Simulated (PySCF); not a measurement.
SMILES Clc1ccccc1[Si](Cl)(Cl)Cl, singlet at its GFN2-xTB optimised geometry (Å):

```
15

Cl    -2.1229    -2.3759    -0.0015
C     -1.2719    -0.8730     0.0000
C     -2.0037     0.3027     0.0008
C     -1.3419     1.5173     0.0009
C      0.0424     1.5485     0.0003
C      0.7602     0.3672     0.0000
C      0.1228    -0.8730     0.0000
Si     1.1086    -2.4933    -0.0008
Cl     0.7049    -3.5795     1.6537
Cl     0.7178    -3.5660    -1.6674
Cl     3.0815    -2.0331     0.0097
H     -3.0815     0.2606     0.0012
H     -1.9089     2.4357     0.0014
H      0.5639     2.4933     0.0000
H      1.8387     0.4005    -0.0004
```

Method: B3LYP/def2-TZVP in PySCF. Cells within 0.4 Å of a nucleus heavier than hydrogen are left out (blank, or x).

Map of the electrostatic potential (hartree/e), clipped to [-0.08, 0.12] on the plane z = 0.0 Å:

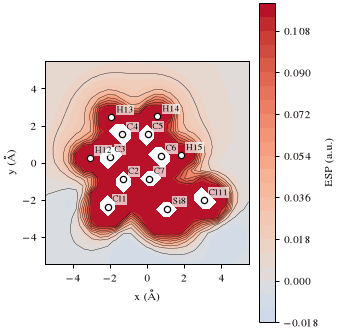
Figure: Electrostatic potential (hartree/e), clipped to [-0.08, 0.12] on the plane z = 0.0 Å.
